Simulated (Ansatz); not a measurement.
```
atom    x (Å)    y (Å)    z (Å)
  Cl  -1.5636   1.9976  -0.7044
   O  -0.5576   0.4561   1.6697
  Si  -1.7408   0.1695   2.6712
  Si   0.0640   1.1398   0.1827
   H  -1.4077  -0.5827   3.8905
   H  -3.0987   0.6507   2.3606
   H   1.0528   2.1319   0.6352
   H   0.5666  -0.0271  -0.5608
```

Geometry: B3LYP-D3(BJ)/def2-SVP.

All numbers below come from Ansatz 0.2.0, isolated molecule in a Gaussian basis; Kohn-Sham density functional theory, functional PBE0.

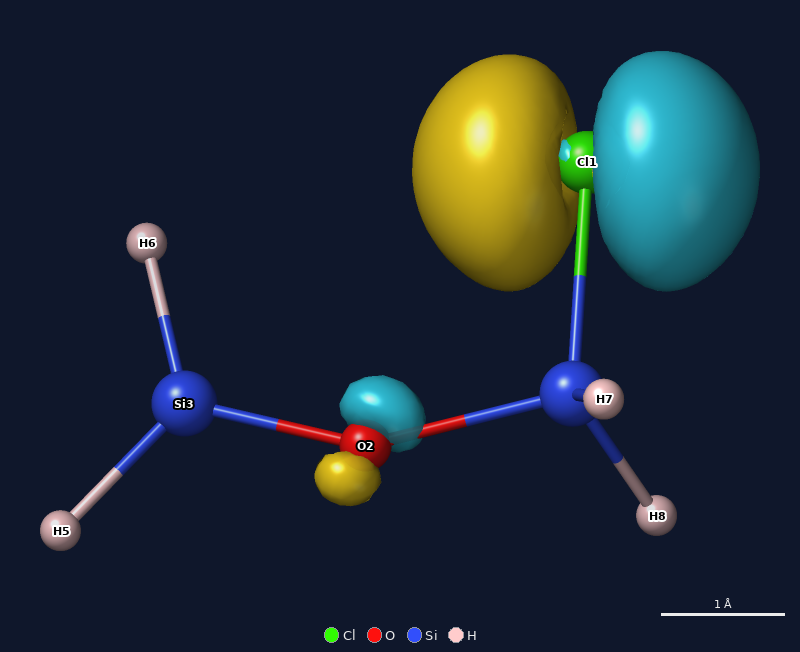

ClH$_{4}$OSi$_{2}$ (SMILES [SiH2+]O[SiH2]Cl) (charge +1). The HOMO−1 at ±0.2 Å⁻³ᐟ² (yellow and cyan are the two phases), seen at a tilt.

> Where does this orbital lie, and at what energy?

It lies mainly on Cl1 (about 85 %); largely a lone pair of Cl1. Its energy is −13.82 eV.
